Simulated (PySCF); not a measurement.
**AlH$_{6}$NP (charge +1): density, localisation and related maps**

```yaml
atoms:
  - { symbol: Al, position_ang: [-0.4705, -1.3057, -0.3620] }
  - { symbol: N, position_ang: [-2.2191, -0.8680, -1.2835] }
  - { symbol: P, position_ang: [1.1418, 0.2466, -0.8832] }
  - { symbol: H, position_ang: [-2.6112, -1.6790, -1.7831] }
  - { symbol: H, position_ang: [-2.1764, -0.1002, -1.9663] }
  - { symbol: H, position_ang: [-2.9440, -0.6036, -0.6004] }
  - { symbol: H, position_ang: [-0.8067, -2.4766, 0.6194] }
  - { symbol: H, position_ang: [2.2100, -0.6759, -0.6685] }
  - { symbol: H, position_ang: [1.0187, -0.0022, -2.2875] }
```

Geometry: B3LYP-D3(BJ)/def2-SVP.

Computed with Gaussian-basis quantum chemistry of an isolated molecule with PySCF, energy and nuclear gradient, functional PBE0 (PySCF 2.14.0).

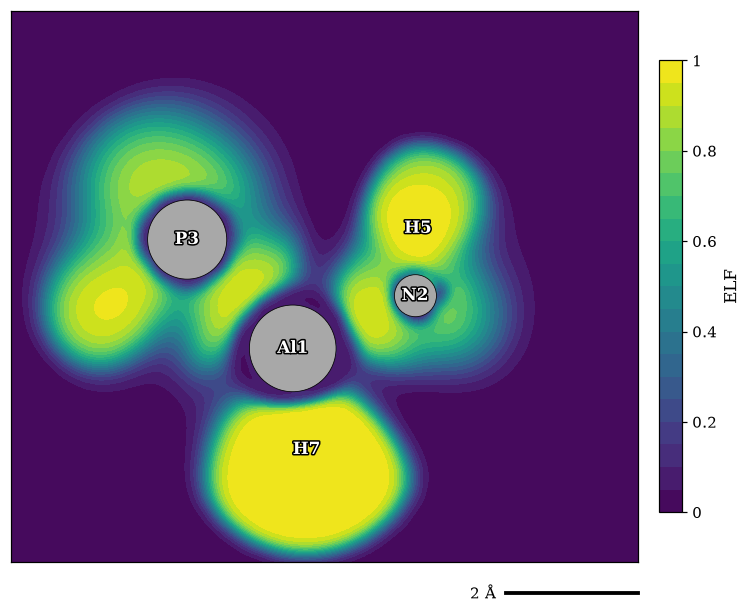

Figure 1. ELF on the plane of atoms N2, Al1 and P3. Grey discs cover the atomic cores.

What do the fields say about this system?

The section cuts through Al, N, P and H sites.
Al–N (2.02 Å): the ELF peaks at about 0.95 in the valence shell of N, 0.7 Å from its nucleus, and is about 0.80 at the midpoint.
Al–P (2.30 Å): the ELF peaks at about 0.95 between the atoms; a covalent bond.
N–H (1.03 Å): the ELF climbs to about 1 towards the hydrogen, as it does in any bond to H; an ordinary covalent bond to hydrogen.
Al–H (1.56 Å): the ELF climbs to about 1 towards the hydrogen.
The ELF also peaks beside P3, away from the bonds: lone-pair regions.

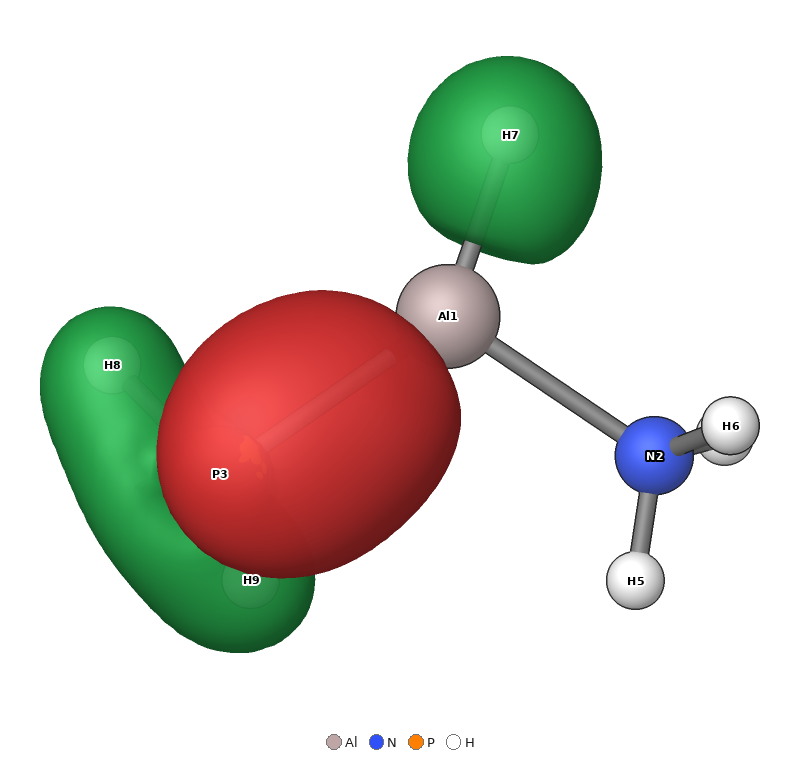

Figure 2. The HOMO−1 at ±0.15 Å⁻³ᐟ² (green and red are the two phases), seen across its widest extent.

Where does this orbital lie, and at what energy?

Its weight (Hirshfeld) is mainly on P3 (about 50 %), Al1 (about 20 %), H7 (about 15 %), H9 (about 10 %) and H8 (about 5 %). Its energy is −13.60 eV.

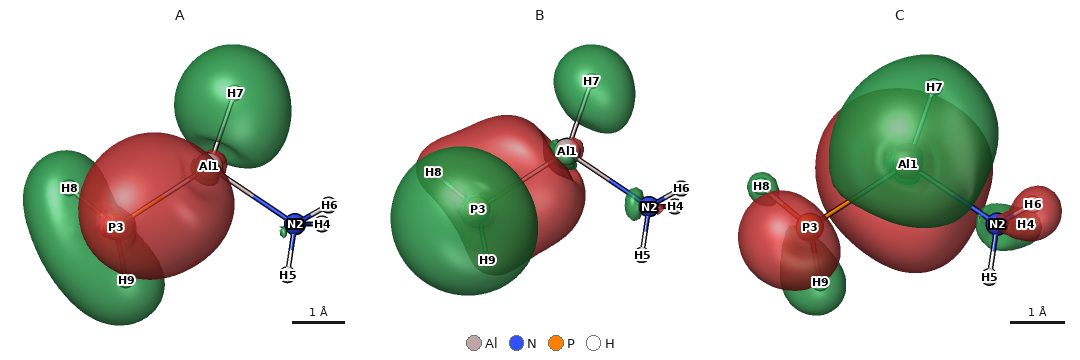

Figure 3. Three frontier orbitals at ±0.08 Å⁻³ᐟ² (green and red are the two phases), in no order.

Order the three orbitals by energy and name them.

A is the HOMO−1 (−13.60 eV). Its weight (Hirshfeld) is mainly on P3 (about 50 %), Al1 (about 20 %), H7 (about 15 %), H9 (about 10 %) and H8 (about 5 %). B is the HOMO (−12.01 eV). It lies mainly on P3 (about 70 %) and Al1 (about 20 %). C is the LUMO (−6.31 eV). Its weight (Hirshfeld) is mainly on Al1 (about 70 %) and P3 (about 15 %).

What is the HOMO–LUMO gap?

5.70 eV between the orbital energies.
